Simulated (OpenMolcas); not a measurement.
**Run report: Cu²⁺ complex, multiconfigurational calculation**

- system: Cu²⁺ with 4 ligands (Br; tetrahedron, 2.6 Å), neutralised by 4 outer point charges of +0.5 e, whose field is part of the energies.
- method: state-averaged CASSCF, active space 9 electrons in the shell 3d, basis ANO-RCC-VDZP on the metal and ANO-RCC-VDZP on the ligands, DKH2 scalar Hamiltonian, spin-orbit coupling by RASSI with atomic mean-field integrals (OpenMolcas)

## Key numbers

- outcome: converged
- energy of the lowest spin-free term: −12071.13616 hartree
- energy of the lowest spin-orbit level: −12071.13976 hartree
- largest spread among components of a term: 0.0 cm⁻¹
- hardware: 1 thread of Arm Neoverse V1, 24 GiB of memory available, shared host
- wall time: 37 s
- peak memory: 0.27 GiB

## Remarks

Without dynamic correlation the splittings between terms come out too large, often by 20 to 50 %. To bear in mind: covalent bonds, ligand orbitals missing from the active space; distances are set from ionic radii, not optimised.

## Input
```
&GATEWAY
Coord
5

Cu 0.0 0.0 0.0
Br 1.501111 1.501111 1.501111
Br 1.501111 -1.501111 -1.501111
Br -1.501111 1.501111 -1.501111
Br -1.501111 -1.501111 1.501111
Basis=Cu.ANO-RCC-VDZP,Br.ANO-RCC-VDZP
Group=NoSym
NoMove
AngMom=0.0 0.0 0.0
AMFI
RICD
XField
4 Angstrom 0
3.002222 3.002222 3.002222 0.500000
3.002222 -3.002222 -3.002222 0.500000
-3.002222 3.002222 -3.002222 0.500000
-3.002222 -3.002222 3.002222 0.500000
&SEWARD
&RASSCF
FileOrb=start.orb
Symmetry=1
Spin=2
nActEl=9 0 0
Inactive=81
Ras2=5
CIRoot=5 5 1
SDav=5
CIMx=300
Iter=150 100
PrWF=0.3
OrbListing=Nothing
MaxOrb=0
LevShft=1.0
>>> COPY $Project.JobIph JOB001
&RASSI
NrOfJobIphs=1 5
1 2 3 4 5
IphNames
JOB001
EJob
SpinOrbit
DIPRint=1.0
SOCoupling=1000.0
Subsets=2
Property=9
'ANGMOM' 1 'ANGMOM' 2 'ANGMOM' 3 'MLTPL  1' 1 'MLTPL  1' 2 'MLTPL  1' 3
'AMFI' 1 'AMFI' 2 'AMFI' 3
SOProperty=3
'ANGMOM' 1 'ANGMOM' 2 'ANGMOM' 3
```

The file start.orb holds starting orbitals from an earlier step. A driver script formed the levels outside the program, from RASSI's spin-orbit matrix and the active-space energies, averaged over the components of each term or state.

Run as:
```bash
OMP_NUM_THREADS=1 MOLCAS_MEM=2457 MOLCAS_PROJECT=a pymolcas a.inp > a.log  # once for each step of the input, in one work folder
```

## The program's output (extracts)
```
--- SEWARD ---
Basis set label: CU.ANO-RCC...5S4P2D1F.

      Electronic valence basis set:
      ------------------
      Associated Effective Charge  29.000000 au
      Associated Actual Charge     29.000000 au
      Nuclear Model: Point charge

      Shell  nPrim  nBasis  Cartesian Spherical Contaminant
         s      21       5        X
         p      15       4        X
         d      10       2                 X
         f       6       1                 X
                  Relativistic Douglas-Kroll-Hess integrals:
                    - DKH order of Hamiltonian: 2
                    - DKH order of Properties : 0
                  Atomic mean-field integrals
--- RASSCF ---
Wave function specifications:
      -----------------------------

      Number of closed shell electrons         162
      Number of electrons in active shells       9
      Max number of holes in RAS1 space          0
      Max nr of electrons in RAS3 space          0
      Number of inactive orbitals               81
      Number of active orbitals                  5
      Number of secondary orbitals              56
      Spin quantum number                      0.5
      State symmetry                             1
Orbital specifications:
      -----------------------

      Symmetry species                           1
                                                 a
      Frozen orbitals                            0
      Inactive orbitals                         81
      Active orbitals                            5
      RAS1 orbitals                              0
      RAS2 orbitals                              5
      RAS3 orbitals                              0
      Secondary orbitals                        56
      Deleted orbitals                           0
      Number of basis functions                142
      Number of CSFs                             5
      Number of root(s) required                 5
      Iter CI   SX   CI       RASSCF       Energy    max ROT     max BLB   max BLB  Level Ln srch  Step   QN
          iter iter root      energy       change     param      element    value   shift minimum  type update
 Nr of preliminary CI iterations:   1
      Total energies have been shifted. Add               -12000.00 au
        1   1   15    0   -70.82823363    0.00E+00  -4.04E-02   83  92 1  3.09E-01*  1.67   0.00    SX    NO
        2   1   15    0   -71.02653658   -1.98E-01* -1.38E-02    8 105 1  1.36E-01*  1.40   0.00    SX    NO
        3   1   14    0   -71.09119147   -6.47E-02* -1.07E-02   22  87 1  3.53E-02*  1.40   0.00    SX    NO
        4   1   14    0   -71.11456669   -2.34E-02*  6.53E-03   22  87 1  2.53E-02*  1.34   0.00    SX    NO
        5   1   14    0   -71.12448714   -9.92E-03*  8.63E-03   22  87 1  1.88E-02*  1.33   2.50    LS   YES
        6   1   13    0   -71.13085005   -6.36E-03*  5.88E-03    9 106 1 -3.19E-02*  1.31   1.31    QN   YES
        7   1   14    0   -71.13291831   -2.07E-03* -3.20E-03   82  91 1 -9.28E-03*  1.28   1.17    QN   YES
        8   1   13    0   -71.13368309   -7.65E-04* -2.51E-03   52 126 1  3.56E-03*  1.29   1.81    LS   YES
        9   1   13    0   -71.13387500   -1.92E-04* -2.18E-03   67 134 1 -2.36E-03*  1.29   1.03    QN   YES
       10   1   12    0   -71.13403801   -1.63E-04* -1.07E-03   67 134 1 -2.01E-03*  1.29   1.50    LS   YES
        ...
       19   1    6    0   -71.13410465    1.20E-08*  2.90E-05    8 105 1 -1.08E-05   1.29   0.24    LS   YES
       20   1    7    0   -71.13410462    2.08E-08*  2.10E-05   84  93 1  2.92E-05   1.29  -0.04    LS   YES
       21   1    6    0   -71.13410464   -1.28E-08*  1.70E-05   52  88 1  9.17E-06   1.29   1.18    QN   YES
       22   1    6    0   -71.13410464   -1.05E-09  -5.58E-06   67 134 1 -7.12E-06   1.29   0.45    QN   YES
      Convergence after 22 iterations
       23   1    6    0   -71.13410464   -7.93E-10  -5.58E-06   86  95 1 -3.77E-06   1.29   0.45    QN   YES
      Natural orbitals and occupation numbers for root  1
      sym 1:   1.000000   2.000000   2.000000   2.000000   2.000000
      Natural orbitals and occupation numbers for root  2
      sym 1:   2.000000   1.000000   2.000000   2.000000   2.000000
      Natural orbitals and occupation numbers for root  3
      sym 1:   2.000000   2.000000   2.000000   1.000000   2.000000
::    RASSCF root number  1 Total energy: -12071.13615899
::    RASSCF root number  2 Total energy: -12071.13615899
::    RASSCF root number  3 Total energy: -12071.13615899
::    RASSCF root number  4 Total energy: -12071.13102311
::    RASSCF root number  5 Total energy: -12071.13102311
--- RASSI ---
SPIN-FREE ENERGIES:
  (Shifted by EMIN (a.u.) =     -12071.1361589949)

 SF State       Relative EMIN(au)   Rel lowest level(eV)    D:o, cm**(-1)

     1             0.0000000000        0.0000000000              0.0000
     2             0.0000000000        0.0000000000              0.0000
     3             0.0000000000        0.0000000000              0.0000
     4             0.0051358888        0.1397546535           1127.1973
     5             0.0051358888        0.1397546535           1127.1973
     Dipole printing threshold changed to   1.00000000E+00

++ Dipole transition strengths (spin-free states):
   -----------------------------------------------
     for osc. strength at least  1.00000000E+00

  ( Max oscillator strength is only    3.2685444755012599E-006 )
--
Eigenvalues of complex Hamiltonian:
   -----------------------------------
  (Shifted by EMIN (a.u.) =     -12071.1361589949)

 SO State       Relative EMIN(au)   Rel lowest level(eV)    D:o, cm**(-1)

     1            -0.0036025794        0.0000000000              0.0000
     2            -0.0036025794        0.0000000000              0.0000
     3            -0.0013984314        0.0599779242            483.7546
     4            -0.0013984314        0.0599779241            483.7546
     5            -0.0013984314        0.0599779242            483.7546
     6            -0.0013984314        0.0599779241            483.7546
     7             0.0083356099        0.3248546811           2620.1297
     8             0.0083356099        0.3248546813           2620.1297
     9             0.0083356099        0.3248546811           2620.1297
    10             0.0083356099        0.3248546813           2620.1297
Weights of the five most important spin-orbit-free states for each spin-orbit state.

 SO State  Total energy (au)           Spin-free states, spin, and weights
 -------------------------------------------------------------------------------------------------------
    1        -0.003603       2 0.5  0.3333    3 0.5  0.3333    1 0.5  0.3333    5 0.5  0.0000    4 0.5  0.0000
    2        -0.003603       2 0.5  0.3333    3 0.5  0.3333    1 0.5  0.3333    5 0.5  0.0000    4 0.5  0.0000
    3        -0.001398       2 0.5  0.4148    3 0.5  0.2079    5 0.5  0.1732    4 0.5  0.1555    1 0.5  0.0485
    4        -0.001398       1 0.5  0.3990    3 0.5  0.2396    4 0.5  0.1732    5 0.5  0.1555    2 0.5  0.0327
    5        -0.001398       2 0.5  0.4148    3 0.5  0.2079    5 0.5  0.1732    4 0.5  0.1555    1 0.5  0.0485
    6        -0.001398       1 0.5  0.3990    3 0.5  0.2396    4 0.5  0.1732    5 0.5  0.1555    2 0.5  0.0327
    7         0.008336       5 0.5  0.3715    4 0.5  0.2998    2 0.5  0.2013    3 0.5  0.1034    1 0.5  0.0241
    8         0.008336       4 0.5  0.3717    5 0.5  0.2996    1 0.5  0.1938    3 0.5  0.1185    2 0.5  0.0163
    9         0.008336       4 0.5  0.3619    5 0.5  0.3094    2 0.5  0.2004    3 0.5  0.1132    1 0.5  0.0151
   10         0.008336       5 0.5  0.3621    4 0.5  0.3092    1 0.5  0.2052    3 0.5  0.1032    2 0.5  0.0202
 -------------------------------------------------------------------------------------------------------
```

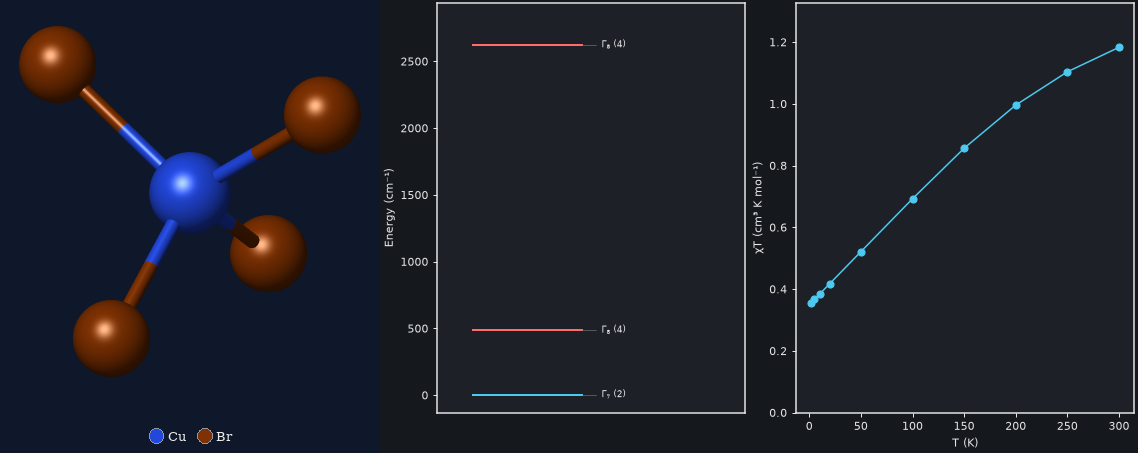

Figure 1. Cu²⁺ (3d⁹) with 4 ligands, Br⁻, at 2.6 Å (arrangement: tetrahedron, Td), neutralised by outer point charges of +0.5 e, and its levels and susceptibility. Labels give the representation in O, Td, D4 or D3 as the site allows (double group for half-integer spin) where it could be assigned and, in brackets, the degeneracy; spin-free states, where drawn, share the zero of the spin-orbit levels. Powder susceptibility by Van Vleck's formula. The ground level is Γ₇, a Kramers doublet, 100 % from states of spin multiplicity 2. Its principal g values are 1.93, 1.93 and 1.93, isotropic. The next level lies at 484 cm⁻¹ (Γ₈). χT is 0.356 cm³ K mol⁻¹ at 2 K and 1.18 at 300 K, an effective moment of 3.08 μB. The active orbitals hold 97 to 99 % metal character (Löwdin), and the Mulliken charge of the metal is +1.05.
